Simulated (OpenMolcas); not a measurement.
Multiconfigurational calculation: Co²⁺ complex (part 2 of 2)

The same run, continued: Co²⁺ with 6 ligands (F; octahedron, 2.06 Å), neutralised by 6 outer point charges of +0.67 e, whose field is part of the energies. Method: state-averaged CASSCF, active space 7 electrons in the shell 3d, basis ANO-RCC-VTZP on the metal and ANO-RCC-VTZP on the ligands, DKH2 scalar Hamiltonian, spin-orbit coupling by RASSI with atomic mean-field integrals (OpenMolcas).

Log (extracts), continued:
```
--- RASSI ---
SPIN-FREE ENERGIES:
  (Shifted by EMIN (a.u.) =      -1990.4719270857)

 SF State       Relative EMIN(au)   Rel lowest level(eV)    D:o, cm**(-1)

     1             0.0000000000        0.0000000000              0.0000
     2             0.0000000000        0.0000000000              0.0000
     3             0.0000000000        0.0000000000              0.0000
     4             0.0220357157        0.5996223716           4836.2806
     5             0.0220357157        0.5996223716           4836.2806
     6             0.0220357157        0.5996223716           4836.2806
     7             0.0483831536        1.3165726797          10618.8748
    11             0.0749898029        2.0405764915          16458.3593
    12             0.0749898029        2.0405764915          16458.3593
    13             0.0916946298        2.4951379893          20124.6451
    14             0.0916946298        2.4951379893          20124.6451
    15             0.0916946298        2.4951379893          20124.6451
    16             0.0919568824        2.5022742456          20182.2029
    17             0.0919568824        2.5022742456          20182.2029
    18             0.0919568830        2.5022742623          20182.2030
    10             0.1015553086        2.7634607282          22288.8139
     8             0.1015553086        2.7634607282          22288.8139
     9             0.1015553086        2.7634607282          22288.8139
    19             0.1055331295        2.8717027480          23161.8447
    20             0.1173562853        3.1934272067          25756.7274
    21             0.1173562853        3.1934272067          25756.7274
    22             0.1173562857        3.1934272197          25756.7276
    23             0.1264741549        3.4415370803          27757.8685
    24             0.1264741549        3.4415370803          27757.8685
    25             0.1264741549        3.4415370803          27757.8685
    26             0.1277489267        3.4762253867          28037.6486
    27             0.1277489267        3.4762253867          28037.6486
    28             0.1277489267        3.4762253867          28037.6486
    29             0.1360905109        3.7032114555          29868.4147
    30             0.1360905109        3.7032114555          29868.4147
    31             0.1478008850        4.0218669700          32438.5448
    32             0.1478008850        4.0218669700          32438.5448
    33             0.1485046678        4.0410178753          32593.0072
    34             0.1485046678        4.0410178753          32593.0072
    35             0.1485046678        4.0410178753          32593.0072
    36             0.1486563059        4.0451441567          32626.2879
    37             0.1486563059        4.0451441567          32626.2879
    38             0.1486563059        4.0451441567          32626.2879
    39             0.2102890812        5.7222574115          46153.1186
    40             0.2102890812        5.7222574115          46153.1186
Eigenvalues of complex Hamiltonian:
   -----------------------------------
  (Shifted by EMIN (a.u.) =      -1990.4719270857)

 SO State       Relative EMIN(au)   Rel lowest level(eV)    D:o, cm**(-1)

     1            -0.0031904313        0.0000000000              0.0000
     2            -0.0031904313        0.0000000000              0.0000
     3            -0.0015748549        0.0439620722            354.5780
     4            -0.0015748549        0.0439620722            354.5780
     5            -0.0015748549        0.0439620721            354.5780
     6            -0.0015748549        0.0439620721            354.5780
     7             0.0011122993        0.1170832627            944.3402
     8             0.0011122993        0.1170832627            944.3402
     9             0.0011122993        0.1170832628            944.3402
    10             0.0011122993        0.1170832628            944.3402
    11             0.0016416015        0.1314863105           1060.5086
    12             0.0016416015        0.1314863105           1060.5086
    13             0.0214325209        0.6700246622           5404.1134
    14             0.0214325209        0.6700246622           5404.1134
    15             0.0217530573        0.6787469024           5474.4630
    16             0.0217530573        0.6787469024           5474.4630
    17             0.0217530573        0.6787469023           5474.4630
    18             0.0217530573        0.6787469023           5474.4630
    19             0.0221644913        0.6899425902           5564.7623
    20             0.0221644913        0.6899425904           5564.7623
    21             0.0221644913        0.6899425902           5564.7623
    22             0.0221644913        0.6899425904           5564.7623
    23             0.0230405995        0.7137827095           5757.0458
    24             0.0230405995        0.7137827095           5757.0458
    25             0.0485984596        1.4092475122          11366.3477
    26             0.0485984596        1.4092475122          11366.3477
    27             0.0485984596        1.4092475122          11366.3477
    28             0.0485984596        1.4092475122          11366.3477
    29             0.0746770849        2.1188830567          17089.9444
    30             0.0746770849        2.1188830567          17089.9444
    31             0.0746770848        2.1188830566          17089.9444
    32             0.0746770848        2.1188830566          17089.9444
    33             0.0897270156        2.5284125348          20393.0224
    34             0.0897270156        2.5284125348          20393.0224
    35             0.0897270161        2.5284125481          20393.0225
    36             0.0897270161        2.5284125481          20393.0225
    37             0.0925649590        2.6056369095          21015.8790
    38             0.0925649590        2.6056369095          21015.8790
    39             0.0925649592        2.6056369142          21015.8790
    40             0.0925649592        2.6056369142          21015.8790
    41             0.0928407185        2.6131407066          21076.4012
Weights of the five most important spin-orbit-free states for each spin-orbit state.

 SO State  Total energy (au)           Spin-free states, spin, and weights
 -------------------------------------------------------------------------------------------------------
    1        -0.003190       1 1.5  0.3319    2 1.5  0.3319    3 1.5  0.3319    6 1.5  0.0011    5 1.5  0.0011
    2        -0.003190       1 1.5  0.3319    2 1.5  0.3319    3 1.5  0.3319    6 1.5  0.0011    5 1.5  0.0011
    3        -0.001575       3 1.5  0.5593    1 1.5  0.2459    2 1.5  0.1815    4 1.5  0.0047    6 1.5  0.0038
    4        -0.001575       3 1.5  0.5633    1 1.5  0.2389    2 1.5  0.1845    4 1.5  0.0047    6 1.5  0.0038
    5        -0.001575       2 1.5  0.4773    1 1.5  0.4142    3 1.5  0.0952    5 1.5  0.0045    6 1.5  0.0043
    6        -0.001575       2 1.5  0.4724    1 1.5  0.4166    3 1.5  0.0978    5 1.5  0.0044    6 1.5  0.0043
    7         0.001112       3 1.5  0.5550    2 1.5  0.2126    1 1.5  0.2071    6 1.5  0.0104    5 1.5  0.0103
    8         0.001112       3 1.5  0.5548    2 1.5  0.2177    1 1.5  0.2021    6 1.5  0.0105    5 1.5  0.0101
    9         0.001112       1 1.5  0.4427    2 1.5  0.4372    3 1.5  0.0948    4 1.5  0.0128    5 1.5  0.0054
   10         0.001112       1 1.5  0.4477    2 1.5  0.4320    3 1.5  0.0950    4 1.5  0.0128    5 1.5  0.0055
   11         0.001642       1 1.5  0.3319    2 1.5  0.3319    3 1.5  0.3319    6 1.5  0.0013    5 1.5  0.0013
   12         0.001642       1 1.5  0.3319    2 1.5  0.3319    3 1.5  0.3319    6 1.5  0.0013    5 1.5  0.0013
```

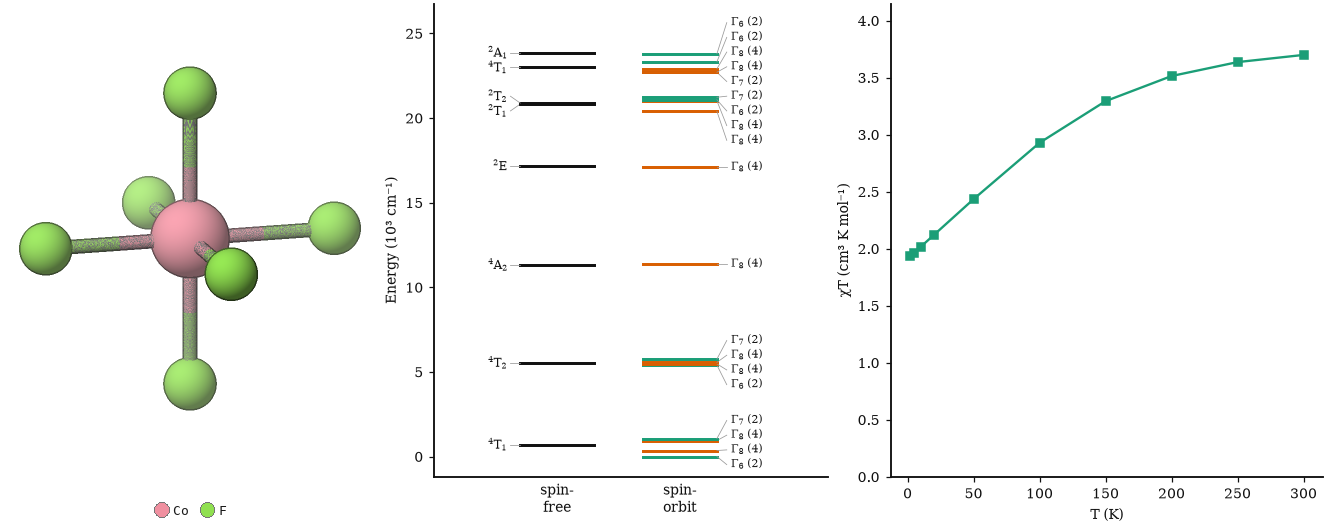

*Co²⁺ (3d⁷) with 6 ligands, F⁻, at 2.06 Å (arrangement: octahedron, Oh), neutralised by outer point charges of +0.67 e, and its levels and susceptibility. Labels give the representation in O, Td, D4 or D3 as the site allows (double group for half-integer spin) where it could be assigned and, in brackets, the degeneracy; spin-free states, where drawn, share the zero of the spin-orbit levels. Powder susceptibility by Van Vleck's formula.*

The ground level is Γ₆, a Kramers doublet, 100 % from states of spin multiplicity 4. Its principal g values are 4.52, 4.52 and 4.52, isotropic. The next level lies at 355 cm⁻¹ (Γ₈). The lowest spin-free state is ⁴T₁, from the free-ion F term; of the same spin there follow at 4,840 cm⁻¹ (⁴T₂), 10,600 cm⁻¹ (⁴A₂) and 22,300 cm⁻¹ (⁴T₁) above it. A ligand-field fit to the spin-free states gives |10Dq| = 5,530 cm⁻¹, B = 1,220 and C = 4,510 cm⁻¹ (rms misfit 80 cm⁻¹). χT is 1.93 cm³ K mol⁻¹ at 2 K and 3.70 at 300 K, an effective moment of 5.44 μB. The active orbitals hold 94 to 98 % metal character (Löwdin), and the Mulliken charge of the metal is +1.85.

The input:
```
&GATEWAY
Coord
7

Co 0.0 0.0 0.0
F 2.060000 0.000000 0.000000
F 0.000000 2.060000 0.000000
F -2.060000 0.000000 0.000000
F 0.000000 -2.060000 0.000000
F 0.000000 0.000000 2.060000
F 0.000000 0.000000 -2.060000
Basis=Co.ANO-RCC-VTZP,F.ANO-RCC-VTZP
Group=XYZ
NoMove
AngMom=0.0 0.0 0.0
AMFI
RICD
XField
3 Angstrom 0
4.860000 0.000000 0.000000 0.666667
0.000000 4.860000 0.000000 0.666667
0.000000 0.000000 4.860000 0.666667
&SEWARD
&RASSCF
FileOrb=start.orb
Symmetry=1
Spin=4
nActEl=7 0 0
Inactive=18 21
Ras2=5 0
CIRoot=10 10 1
SDav=10
CIMx=300
Iter=150 100
PrWF=0.3
OrbListing=Nothing
MaxOrb=0
LevShft=1.0
>>> COPY $Project.JobIph JOB001
&RASSCF
FileOrb=start.orb
Symmetry=1
Spin=2
nActEl=7 0 0
Inactive=18 21
Ras2=5 0
CIRoot=40 40 1
SDav=40
CIMx=300
Iter=150 100
PrWF=0.3
OrbListing=Nothing
MaxOrb=0
LevShft=1.0
>>> COPY $Project.JobIph JOB002
&RASSI
NrOfJobIphs=2 10 40
1 2 3 4 5 6 7 8 9 10
1 2 3 4 5 6 7 8 9 10 11 12 13 14 15 16 17 18 19 20 21 22 23 24 25 26 27
28 29 30 31 32 33 34 35 36 37 38 39 40
IphNames
JOB001
JOB002
EJob
SpinOrbit
DIPRint=1.0
SOCoupling=1000.0
Subsets=2
Property=9
'ANGMOM' 1 'ANGMOM' 2 'ANGMOM' 3 'MLTPL  1' 1 'MLTPL  1' 2 'MLTPL  1' 3
'AMFI' 1 'AMFI' 2 'AMFI' 3
SOProperty=3
'ANGMOM' 1 'ANGMOM' 2 'ANGMOM' 3
```

The file start.orb holds starting orbitals from an earlier step. A driver script formed the levels outside the program, from RASSI's spin-orbit matrix and the active-space energies, averaged over the components of each term or state.

Run as:
```bash
OMP_NUM_THREADS=1 MOLCAS_MEM=3686 MOLCAS_PROJECT=a pymolcas a.inp > a.log  # once for each step of the input, in one work folder
```

Results in brief:

```tsv
quantity	value
outcome	converged
energy of the lowest spin-free term	−1990.47193 hartree
energy of the lowest spin-orbit level	−1990.47512 hartree
largest spread among components of a term	0.0 cm⁻¹
hardware	1 thread of Arm Neoverse V2, 24 GiB of memory available, shared host
wall time	74 s
peak memory	0.2 GiB
```

Remarks:

Without dynamic correlation the splittings between terms come out too large, often by 20 to 50 %. Limits: small active space favours high spin, ground spin may be wrong; distances are set from ionic radii, not optimised.
